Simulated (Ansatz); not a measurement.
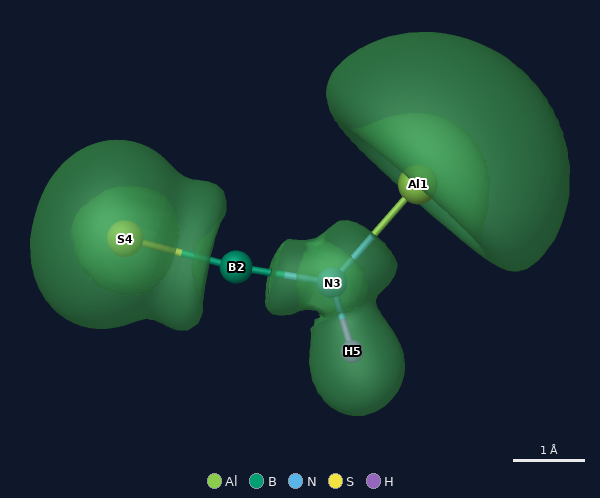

The picture shows: AlBHNS. Isosurface of the electron localisation function at 0.75 (green), seen across its widest extent. Core shells and regions of very low density are left out.

Geometry: r2SCAN-D4/def2-SVP.

Theory: isolated molecule in a Gaussian basis; Kohn-Sham density functional theory, functional PBE0 in Ansatz 0.2.0.

Input file:

```
crystal:
  periodic: [false, false, false]
  atoms:
    - {symbol: Al, position_ang: [-0.301782, 0.833216, 0.642139]}
    - {symbol: B, position_ang: [-2.396434, -0.979579, 1.302866]}
    - {symbol: N, position_ang: [-1.030981, -0.775534, 1.244446]}
    - {symbol: S, position_ang: [-4.026922, -1.088676, 1.321653]}
    - {symbol: H, position_ang: [-0.448640, -1.558462, 1.550391]}
basis:
  gaussian:
    orbitals: def2-TZVPD
total_charge: 0
hamiltonian:
  xc: {name: PBE0}
output:
  forces: true
  orbitals: {seedname: orbitals}
```

Launched as:

```sh
ansatz run input.yaml --threads 1 --pin off --max-ram 2610MiB --events-out events.jsonl --progress --plain --runs-dir runs
```

Where are the electrons localised?

Answer. At this value the surface marks out one region on S in which the atom's valence shell and bonds are merged, one lobe on Al, pointing away from the bonds (lone pairs) and one joined region spread over several atoms (H, N), in which their bonds and any lone pairs are merged.

Values along the shortest contacts:
B–N (1.38 Å): the ELF peaks at about 0.90 between the atoms (a short, strongly polar bond). B–S (1.63 Å): the ELF peaks at about 0.85 between the atoms; a covalent bond.
